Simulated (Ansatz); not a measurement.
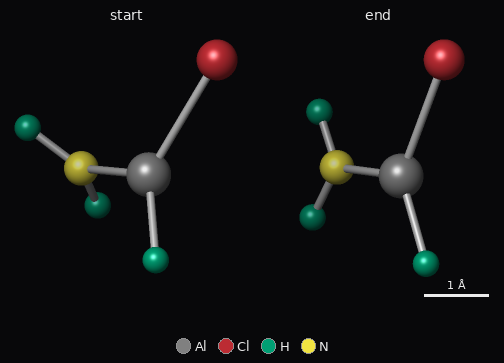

The structure of AlNH3Cl before (left) and after (right) a relaxation, at one scale.

The picture is a ball-and-stick view, seen from a free direction.

The run prepares the start of a later molecular dynamics calculation, from a guessed geometry.

Theory: Ansatz 0.2.0, RKS B3LYP-D4/cc-pVDZ. Settings: no spin polarisation; force threshold 0.02 eV/Å; at most 40 steps.

Question: Summarise the run.

Answer: After 7 accepted moves (8 points after the start) the energy has fallen by 16.3 kcal/mol. Largest force component: 2.1 eV/Å at the start, 0.015 eV/Å at the end. The line search rejected the trial step at point 6 of the run. The largest moves after the best rigid fit, 0.75 Å, are those of H atoms. By element the largest moves are H 0.75 Å, Cl 0.40 Å, N 0.10 Å, Al 0.06 Å. Some distances before and after: Al–N 1.920 → 1.776 Å, Al–Cl 2.230 → 2.139 Å, H–N 1.060 → 1.016 Å, Al–H 1.560 → 1.572 Å. Among the angles between lasting bonds that change: H–N–H 120.0° → 110.2°, Al–N–H 120.0° → 125.0°, Cl–Al–N 120.0° → 116.8°. Groups turn about Al–N by about 65°. The run took 26 s on 1 thread of Arm Neoverse V1, on a shared host, peak memory 0.13 GiB.
